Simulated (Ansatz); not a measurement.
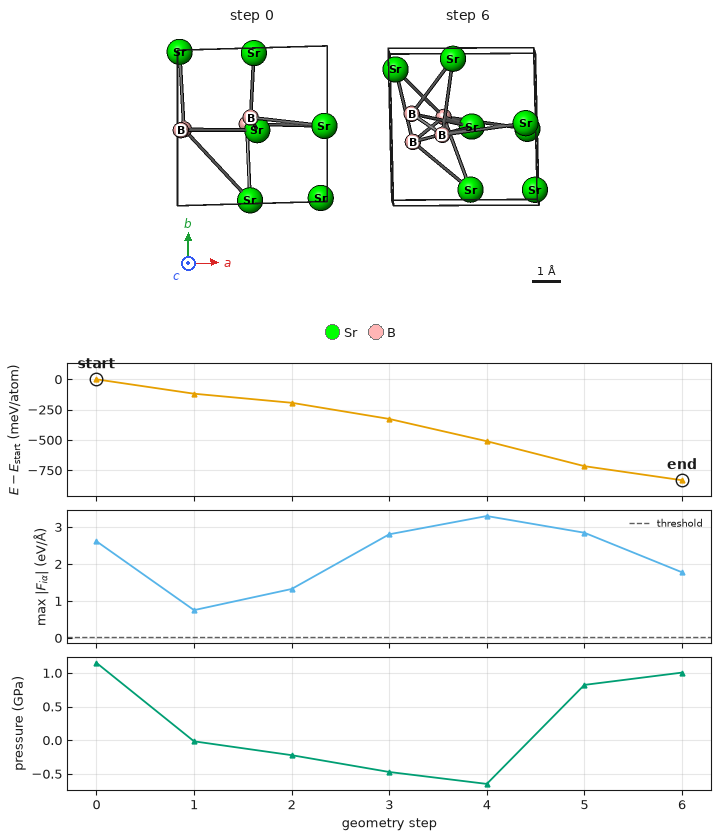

First and last geometry of a relaxation of crystalline Sr$_{3}$B$_{2}$ (a generated structure, set up in P1) (coarse preliminary run), with the history of the run. A ball-and-stick model of the cell of the calculation, seen along the c axis.

Method: DFT PBE, scalar-relativistic, plane waves, PAW in Ansatz.

The input:
```yaml
crystal:
  lattice:
    - [-2.7028610122, 4.6626009272, 0.077360176]
    - [-0.0544164597, 0.0613170314, 5.6025262393]
    - [8.0905583674, 4.6521943797, -0.0274748196]
  atoms:
    - { symbol: Sr, position: [0.485300824, 0.0216553727, 0.1989181401] }
    - { symbol: Sr, position: [0.95747139, 0.023783328, 0.636939276] }
    - { symbol: Sr, position: [1.0142738315, -0.0111829138, 0.3473142129] }
    - { symbol: Sr, position: [0.5106416284, -0.0327188259, 0.8454434031] }
    - { symbol: Sr, position: [0.5330166898, 0.4713091599, 0.5062808394] }
    - { symbol: Sr, position: [-0.0179258449, 0.4861139861, -0.0026775919] }
    - { symbol: B, position: [0.4631362889, 0.5121461454, 0.1524596221] }
    - { symbol: B, position: [1.022070701, 0.485255666, 0.6666444128] }
    - { symbol: B, position: [1.0431349258, 0.4901125475, 0.3427222109] }
    - { symbol: B, position: [0.4888795654, 0.553525534, 0.8059554745] }
basis:
  ecutwfc: 420
kpoints:
  mp_grid: { grid: [4, 4, 4] }
hamiltonian:
  xc: pbe
scf:
  occupations: { method: gaussian, width: 0.2 }
  lower_state_search: "off"
output:
  forces: true
  stress: true
  eigenvalues: true
relax:
  adjacent_minimum: "off"
  f_tol: 0.025
  max_steps: 60
  cell: { stress_tol: 0.25 }
```

Run as
```bash
ansatz run input.yaml --threads 1 --pin off --max-ram 2048MiB --backend cpu --events-out ev --progress --plain --runs-dir out
```

Question: What do the curves and the structures tell?

Answer: The run was cut off at its time limit before the relaxation converged, so the last structure is only a point on the way. The atom that moves furthest relative to the cell is B10 (0.98 Å roughly along [−3 −3 −1]). Largest moves by element: B 0.98 Å, Sr 0.59 Å. Cell: a 5.390 → 5.241 Å (−2.8 %), b 5.603 → 5.466 Å (−2.4 %), c 9.333 → 9.570 Å (+2.5 %), α 90.3° → 87.8°, β 90.2° → 91.0°, γ 88.4° → 91.1°. Volume −2.8 %. Among the contacts that change: Sr2–B10 4.461 → 2.983 Å, B8–B10 2.862 → 1.544 Å, B7–B9 2.888 → 1.679 Å, Sr4–B8 4.164 → 2.978 Å. New bonds form: B7–B9 (2.89 → 1.68 Å), B8–B10 (2.86 → 1.54 Å). Bond angles that change, for instance: B8–Sr6–B9 170.2° → 136.8°, Sr3–Sr1–B7 98.1° → 127.5°, B8–Sr5–B9 58.6° → 86.8°. The space group stays P1 (No. 1). After 6 geometry steps the energy has fallen by 831 meV per atom. The largest force component goes from 2.6 to 1.8 eV/Å. Pressure: 1.15 GPa at the start and 1.01 GPa at the end. The run took 5.2 min on 1 thread of Arm Neoverse V2, on a shared host, peak memory 0.61 GiB.
